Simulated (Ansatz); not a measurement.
## Geometry relaxation of CH4F2OSi (part 1 of 2)

- system: CH4F2OSi
- method: RKS PBE0/6-31G (Ansatz 0.2.0)

It belongs to a series of runs on one base structure; here: start relaxed. Figures and captions count atoms from 1; the log counts them from 0 in places.

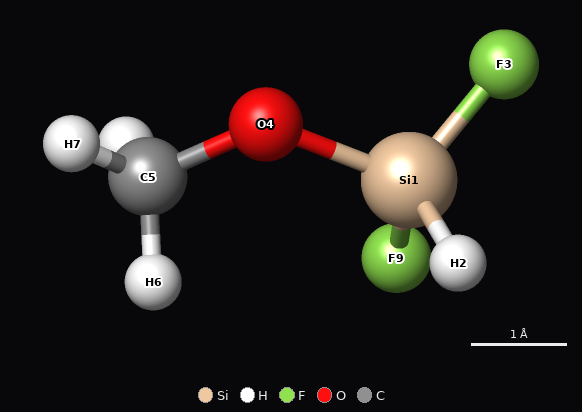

*The input geometry (ball-and-stick view, seen at a tilt; atoms are numbered from 1 in the order of the input).*

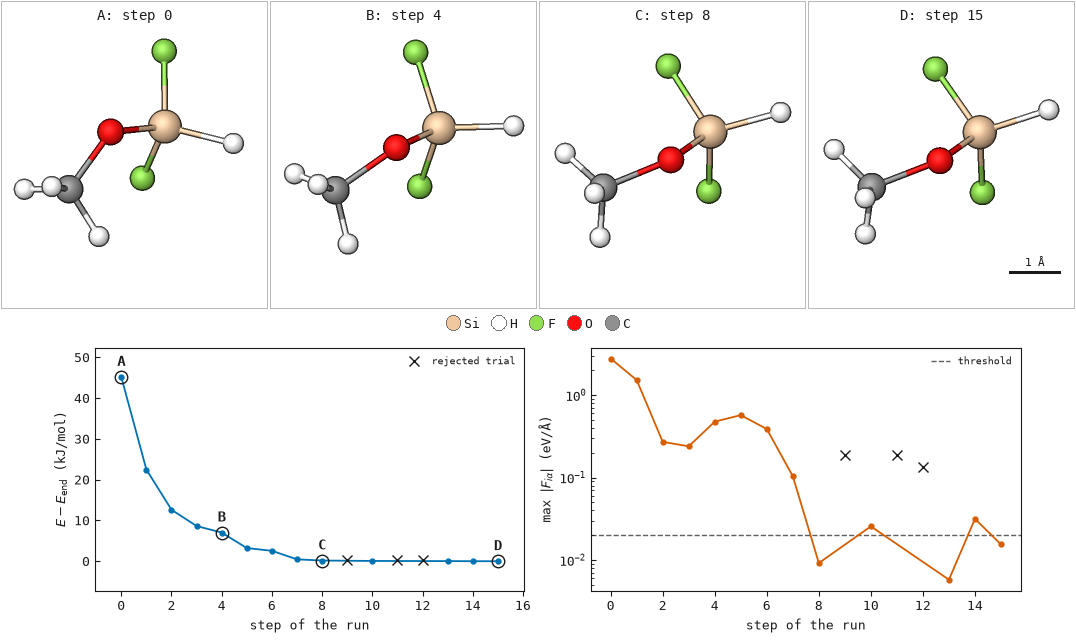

*Frames of the relaxation (ball-and-stick view, seen at a tilt) above the curves, on which the letters mark them (the first geometry is step 0 here and step 1 in the log).*

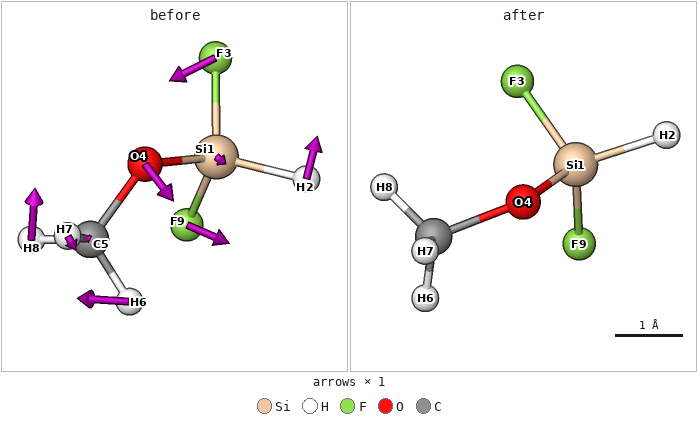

*Before (left) and after (right) the relaxation, at one scale (ball-and-stick view, seen at a tilt). The pink arrows give the displacements, at true length.*

The atom that moves furthest after the best rigid fit is H6 (0.91 Å). Largest moves by element: H 0.91 Å, F 0.79 Å, O 0.73 Å, Si 0.20 Å, C 0.10 Å. Distances before and after: Si1–F3 1.590 → 1.678 Å, O4–C5 1.420 → 1.444 Å, Si1–H2 1.460 → 1.477 Å, C5–H6 1.110 → 1.094 Å. Among the angles that change: F3–Si1–F9 109.5° → 103.8°, Si1–O4–C5 125.0° → 130.2°, O4–C5–H7 109.5° → 106.6°. The energy falls by 45.2 kJ/mol in 15 geometry steps. Largest force component: 2.8 eV/Å at the start, 0.015 eV/Å at the end. The line search rejected the trial steps at points 9, 11, 12 (counted from 0) and went back. (Atoms are counted from 1 in the order of the input.)

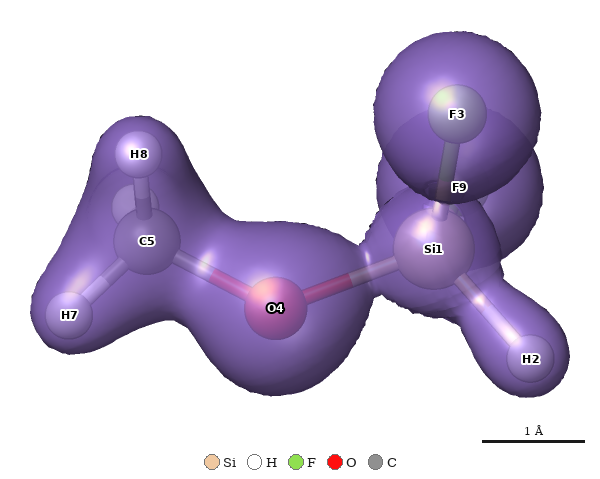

*Isosurface of the total electron density at 0.6 e/Å³ (purple), seen from the side.*

At this value the surface is in one piece. On the grid the lowest density along these lines, outside the cores, is 1.4 e/Å³ (C–O, 1.44 Å), 0.78 e/Å³ (Si–O, 1.67 Å), 0.69 e/Å³ (Si–F, 1.68 Å) and 1.8 e/Å³ (C–H, 1.09 Å).

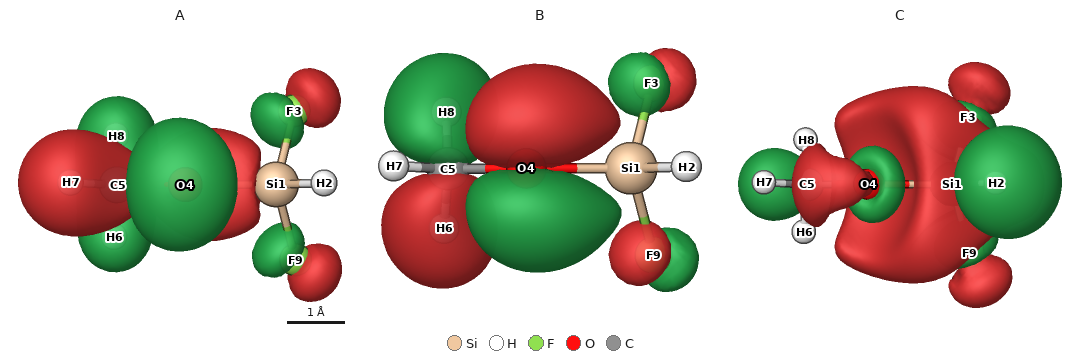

*Three frontier orbitals at ±0.08 Å⁻³ᐟ² (green and red are the two phases).*

A is the HOMO−1 (−9.37 eV). B is the HOMO (−9.00 eV). C is the LUMO (0.55 eV). Its weight (Hirshfeld) is mainly on Si1 (40 %), F9 (15 %), F3 (15 %), O4 (10 %) and H2 (10 %). The HOMO–LUMO gap is 9.55 eV between the orbital energies.

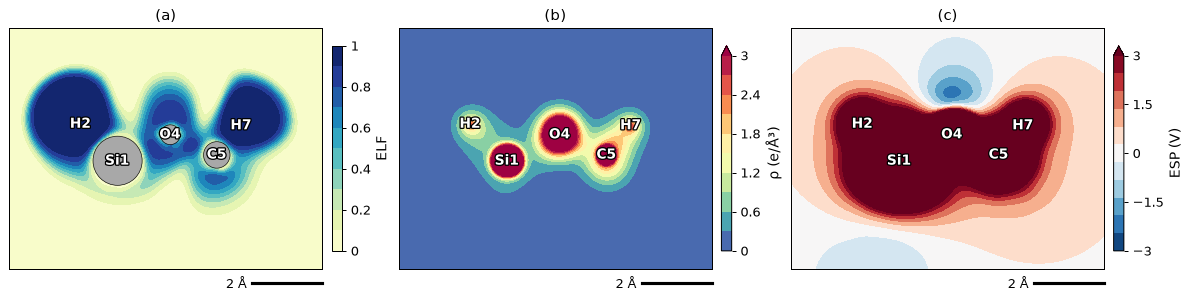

*(a) electron localisation function; (b) electron density; (c) molecular electrostatic potential on the plane of atoms Si1, O4 and C5. Grey discs, where drawn, cover atomic cores.*

Si–H (1.48 Å): ρ is about 0.72 e/Å³ halfway; the ELF climbs to about 1 towards the hydrogen.

The input and output of the run follow.

**Input**
```yaml
crystal:
  periodic: [false, false, false]
  atoms:
    - { symbol: Si, position_ang: [0.0, 0.0, 0.0] }
    - { symbol: H, position_ang: [0.0, 0.0, 1.46] }
    - { symbol: F, position_ang: [1.4994, 0.0, -0.5295] }
    - { symbol: O, position_ang: [-0.7913, 1.3709, -0.5594] }
    - { symbol: C, position_ang: [-2.1512, 1.4177, -0.9653] }
    - { symbol: H, position_ang: [-2.7687, 0.8215, -0.2614] }
    - { symbol: H, position_ang: [-2.5023, 2.4707, -0.9639] }
    - { symbol: H, position_ang: [-2.2473, 0.9975, -1.9882] }
    - { symbol: F, position_ang: [-0.7489, -1.2974, -0.5295] }
basis:
  gaussian: { orbitals: "6-31G" }
hamiltonian:
  xc: pbe0
relax:
  f_tol: 0.02
  max_steps: 40
output:
  orbitals: {}
```

Launched with:
```bash
ansatz run input.yaml --threads 1 --pin off --max-ram 2048MiB --backend cpu --events-out ev --progress --plain --runs-dir out
```

**Output**
```
The last accepted step is kept in [file] (removed where the run ends without a failure and the disk answers)
Engine: ansatz 0.2.0, x86_64-unknown-linux-gnu
Functional definition: PBE0
  parameter a = 0.25
  parameter kappa = 0.804
  parameter beta = 0.06672455060314922
  exchange = (1 - a)*pbe_x(kappa = kappa, mu = beta*pi^2/3) + a*exact_x
  correlation = pbe_c(beta = beta)
707 factors; integrals over basis functions are off by at most 1.6e-4 eV
mean field evaluation 1: about -16442.4033 eV, gradient 5.5e1 eV
mean field evaluation 2: about -16436.9701 eV, gradient 7.9e1 eV
mean field evaluation 4: about -16447.6897 eV, gradient 2.6e0 eV
mean field evaluation 8: about -16447.6965 eV, gradient 1.2e-2 eV
mean field -16447.69651336 eV, -604.4416982170 hartree, gradient 4.3e-5 eV, S^2 0.000000; 0 other end points of the search recorded, 0 dependent functions left out
the calculation of the forces begins
reference -16447.69653801 eV, -604.4416991229 hartree; 25, 25 occupied and 32, 32 virtual orbitals, 707 factors
relax step   1: F+E_penalty+E_count = -16447.69651336 eV  Δ(F+E_penalty+E_count) = +0.000e0 eV  max|allowed force component| = 2.782e0 eV/Å  Δτ_max = 0.0000 Å  (23 SCF iters, accepted)
these checks for a lower state are left out or cut short: starts, cluster_reference, orbital_swaps, neighbouring_geometries, increment
707 factors; integrals over basis functions are off by at most 1.6e-4 eV
mean field evaluation 16: about -16447.9350 eV, gradient 3.3e-2 eV
mean field -16447.93192905 eV, -604.4503495839 hartree, gradient 2.6e-5 eV, S^2 0.000000; 0 other end points of the search recorded, 0 dependent functions left out
[... from here on the field's lines of each further geometry are left out, up to the last ...]
relax step   2: F+E_penalty+E_count = -16447.93192905 eV  Δ(F+E_penalty+E_count) = -2.354e-1 eV  max|allowed force component| = 1.526e0 eV/Å  Δτ_max = 0.1022 Å  (25 SCF iters, accepted)
relax step   3: F+E_penalty+E_count = -16448.03401317 eV  Δ(F+E_penalty+E_count) = -1.021e-1 eV  max|allowed force component| = 2.716e-1 eV/Å  Δτ_max = 0.1011 Å  (28 SCF iters, accepted)
relax step   4: F+E_penalty+E_count = -16448.07540650 eV  Δ(F+E_penalty+E_count) = -4.139e-2 eV  max|allowed force component| = 2.398e-1 eV/Å  Δτ_max = 0.2000 Å  (27 SCF iters, accepted)
relax step   5: F+E_penalty+E_count = -16448.09203100 eV  Δ(F+E_penalty+E_count) = -1.662e-2 eV  max|allowed force component| = 4.776e-1 eV/Å  Δτ_max = 0.1951 Å  (27 SCF iters, accepted)
relax step   6: F+E_penalty+E_count = -16448.13148357 eV  Δ(F+E_penalty+E_count) = -3.945e-2 eV  max|allowed force component| = 5.730e-1 eV/Å  Δτ_max = 0.2000 Å  (26 SCF iters, accepted)
relax step   7: F+E_penalty+E_count = -16448.13843066 eV  Δ(F+E_penalty+E_count) = -6.947e-3 eV  max|allowed force component| = 3.885e-1 eV/Å  Δτ_max = 0.1998 Å  (26 SCF iters, accepted)
relax step   8: F+E_penalty+E_count = -16448.16014790 eV  Δ(F+E_penalty+E_count) = -2.172e-2 eV  max|allowed force component| = 1.040e-1 eV/Å  Δτ_max = 0.1288 Å  (28 SCF iters, accepted)
relax step   9: F+E_penalty+E_count = -16448.16315412 eV  Δ(F+E_penalty+E_count) = -3.006e-3 eV  max|allowed force component| = 9.214e-3 eV/Å  Δτ_max = 0.0697 Å  (26 SCF iters, accepted)
relax step  10: F+E_penalty+E_count = -16448.16276450 eV  Δ(F+E_penalty+E_count) = +3.896e-4 eV  max|allowed force component| = 1.897e-1 eV/Å  Δτ_max = 0.1071 Å  (28 SCF iters, rejected (line search))
relax step  11: F+E_penalty+E_count = -16448.16423414 eV  Δ(F+E_penalty+E_count) = -1.080e-3 eV  max|allowed force component| = 2.566e-2 eV/Å  Δτ_max = 0.0525 Å  (25 SCF iters, accepted)
relax step  12: F+E_penalty+E_count = -16448.16303572 eV  Δ(F+E_penalty+E_count) = +1.198e-3 eV  max|allowed force component| = 1.881e-1 eV/Å  Δτ_max = 0.0962 Å  (27 SCF iters, rejected (line search))
relax step  13: F+E_penalty+E_count = -16448.16193994 eV  Δ(F+E_penalty+E_count) = +2.294e-3 eV  max|allowed force component| = 1.343e-1 eV/Å  Δτ_max = 0.0425 Å  (25 SCF iters, rejected (line search))
relax step  14: F+E_penalty+E_count = -16448.16456612 eV  Δ(F+E_penalty+E_count) = -3.320e-4 eV  max|allowed force component| = 5.791e-3 eV/Å  Δτ_max = 0.0212 Å  (26 SCF iters, accepted)
relax step  15: F+E_penalty+E_count = -16448.16485982 eV  Δ(F+E_penalty+E_count) = -2.937e-4 eV  max|allowed force component| = 3.166e-2 eV/Å  Δτ_max = 0.0488 Å  (25 SCF iters, accepted)
the calculation of the forces begins
reference -16448.16496815 eV, -604.4589136128 hartree; 25, 25 occupied and 32, 32 virtual orbitals, 707 factors
relax step  16: F+E_penalty+E_count = -16448.16494334 eV  Δ(F+E_penalty+E_count) = -8.353e-5 eV  max|allowed force component| = 1.548e-2 eV/Å  Δτ_max = 0.0087 Å  (21 SCF iters, accepted)
707 factors; integrals over basis functions are off by at most 1.6e-4 eV
mean field evaluation 128: about -16448.1649 eV, gradient 1.0e-2 eV
mean field -16448.16494334 eV, -604.4589127012 hartree, gradient 2.2e-5 eV, S^2 0.000000; 1 other end points of the search recorded, 0 dependent functions left out
the calculation of the forces begins
reference -16448.16496815 eV, -604.4589136128 hartree; 25, 25 occupied and 32, 32 virtual orbitals, 707 factors
Total energy: -16448.16496815 eV, -604.4589136128 hartree
Atom 0 at    -0.077279    -0.045762     0.179508 Å, force     0.005031    -0.001246    -0.000976 eV/Å
Atom 1 at     0.664062     0.145449     1.442357 Å, force     0.002045    -0.001282     0.000810 eV/Å
Atom 2 at     0.959786    -0.095349    -1.138900 Å, force    -0.000949    -0.001318     0.002029 eV/Å
Atom 3 at    -1.185475     1.197645     0.010181 Å, force    -0.003111     0.005975    -0.001024 eV/Å
Atom 4 at    -2.127334     1.469036    -1.050448 Å, force    -0.008392    -0.000253    -0.012716 eV/Å
Atom 5 at    -2.862456     0.661921    -1.126153 Å, force     0.009916     0.010294     0.000120 eV/Å
Atom 6 at    -2.630351     2.399627    -0.789987 Å, force     0.004930    -0.011348    -0.002647 eV/Å
Atom 7 at    -1.608120     1.586604    -2.006812 Å, force    -0.007516    -0.001389     0.015477 eV/Å
Atom 8 at    -0.843132    -1.538272     0.143055 Å, force    -0.001953     0.000568    -0.001073 eV/Å
Dipole moment:    -0.212926     0.326436     0.055760 e Å
```
